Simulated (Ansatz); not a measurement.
# SiH3F (SMILES F[SiH3]): CCSD(T)/def2-TZVPP

Aim: the vertical singlet–triplet gap of SiH3F at CCSD(T)/def2-TZVPP, from 2 runs. 

The calculation is run with Ansatz 0.2.0.

52 further runs of the same task are left out: 1 that didn't finish, 51 set aside as unsound or not needed.

### 1 The system as given

SiH3F: 5 atoms, total charge 0, spin state singlet. SMILES: `F[SiH3]`. The coordinates come from a PBE0-D4/def2-TZVP relaxation.

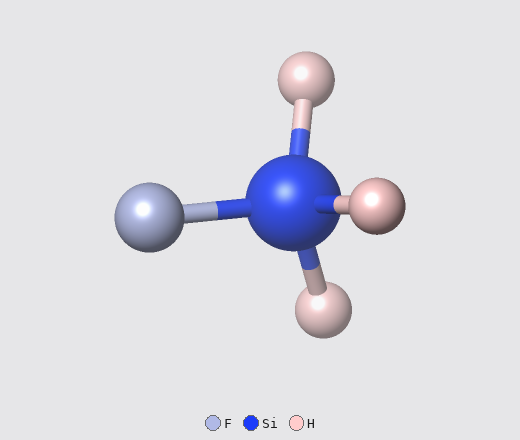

The structure, seen from a chosen angle (fluorine light blue, silicon blue, hydrogen pink).

### 2 A single-point energy at CCSD(T)/def2-TZVPP

Input file molecule.yaml:

```yaml
crystal:
  periodic: [false, false, false]
  atoms:
    - {symbol: F, position_ang: [-1.274600, 0.162800, 0.858000]}
    - {symbol: Si, position_ang: [0.043300, -0.019300, -0.030700]}
    - {symbol: H, position_ang: [-0.367800, -0.192600, -1.443700]}
    - {symbol: H, position_ang: [0.768600, -1.217900, 0.451600]}
    - {symbol: H, position_ang: [0.880500, 1.193400, 0.123400]}
basis:
  gaussian:
    orbitals: def2-TZVPP
correlation:
  method: ccsd_t
  frozen_orbitals: {F: 1, H: 0, Si: 5}
accuracy: high
scf:
  omitted_lower_state_checks: [cluster_reference, increment]
```

On the command line:

```console
$ ansatz run molecule.yaml --threads 1 --pin off --max-ram 3480MiB --events-out events.jsonl --progress --plain --runs-dir runs
```

The program printed, shortened:

```text
Warning: RAYON_NUM_THREADS=1 ignored (pool sized by the plan → 1); use --threads N
Functional definition: HF
  name "HF"
[...]
1908 factors; integrals over basis functions are off by at most 3.3e-9 eV
[...]
mean field -10618.75673387 eV, -390.2321123181 hartree, gradient 1.3e-8 eV, S^2 0.000000; 0 other end points of the search recorded, 0 dependent functions left out
6 core orbitals not correlated: weight in the atoms' cores, before any rotation towards them, 1.000 or more for the frozen orbitals, at most 0.000 for the correlated occupied ones
reference -10618.75673387 eV, -390.2321123181 hartree; 7, 7 occupied and 102, 102 virtual orbitals, 1908 factors
second order -10.41008849 eV of doubles, -0.00000000 eV of singles
cycle   1  -10.68409188 eV  change   -2.7e-1 eV  update   7.1e-2
[...]
cycle  20  -11.00765571 eV  change   8.8e-11 eV  update  7.0e-10
perturbative correction -0.28076163 eV, -0.0103177998 hartree
Total energy: -10630.04515122 eV, -390.6469540040 hartree
Checks for a lower state left out: cluster_reference, increment
```

Run time: 16 s. Hardware: 1 thread of Intel Xeon 6975P-C (Granite Rapids), shared host; peak memory 1 GiB.

### 3 The triplet

Input file input.yaml:

```yaml
crystal:
  periodic: [false, false, false]
  atoms:
    - {symbol: F, position_ang: [-1.274600, 0.162800, 0.858000]}
    - {symbol: Si, position_ang: [0.043300, -0.019300, -0.030700]}
    - {symbol: H, position_ang: [-0.367800, -0.192600, -1.443700]}
    - {symbol: H, position_ang: [0.768600, -1.217900, 0.451600]}
    - {symbol: H, position_ang: [0.880500, 1.193400, 0.123400]}
basis:
  gaussian: {orbitals: def2-TZVPP}
magnetization: {spin_polarized: true, initial_magnetization: 2}
correlation: {method: ccsd_t, frozen_orbitals: {F: 1, H: 0, Si: 5}}
accuracy: high
scf: {omitted_lower_state_checks: [cluster_reference, increment]}
```

On the command line:

```console
$ ansatz run input.yaml --threads 1 --pin off --max-ram 3480MiB --events-out events.jsonl --progress --plain --runs-dir runs
```

The program printed, shortened:

```text
Warning: RAYON_NUM_THREADS=1 ignored (pool sized by the plan → 1); use --threads N
Functional definition: HF
  name "HF"
[...]
1908 factors; integrals over basis functions are off by at most 3.3e-9 eV
[...]
mean field -10610.64272022 eV, -389.9339278160 hartree, gradient 3.0e-8 eV, S^2 2.008852; 11 other end points of the search recorded, 0 dependent functions left out
6 core orbitals not correlated: weight in the atoms' cores, before any rotation towards them, 1.000 or more for the frozen orbitals, at most 0.000 for the correlated occupied ones
reference -10610.64272022 eV, -389.9339278160 hartree; 8, 6 occupied and 101, 103 virtual orbitals, 1908 factors
second order -10.36199436 eV of doubles, -0.00000000 eV of singles
cycle   1  -10.51430825 eV  change   -1.5e-1 eV  update   9.8e-2
[...]
cycle  38  -11.01311834 eV  change   3.5e-10 eV  update   1.4e-9
perturbative correction -0.40076169 eV, -0.0147277204 hartree
Total energy: -10622.05660024 eV, -390.3533801704 hartree
Checks for a lower state left out: cluster_reference, increment
```

It took 67 s on 1 thread of Intel Xeon 6975P-C (Granite Rapids), shared host; peak memory 2.1 GiB.

### 4 Summary of results

Level: CCSD(T)/def2-TZVPP, 6 core orbitals frozen.

```
                                            quantity          value
                               singlet: total energy  -390.64695 Eh
singlet: correlation energy (6 core orbitals frozen)     -414.8 mEh
                             singlet: (T) correction     -10.32 mEh
                              singlet: T1 diagnostic          0.011
                               triplet: total energy  -390.35338 Eh
triplet: correlation energy (6 core orbitals frozen)     -419.5 mEh
                             triplet: (T) correction     -14.73 mEh
          triplet: ⟨S²⟩ of the reference determinant          2.009
                              triplet: T1 diagnostic          0.041
    vertical energy of the triplet above the singlet       7.989 eV
```

At this shape the triplet lies 7.99 eV (184 kcal/mol) above the singlet. The triples (singlet) make up 2.5 % of the correlation energy. The triples (triplet) make up 3.5 % of the correlation energy.
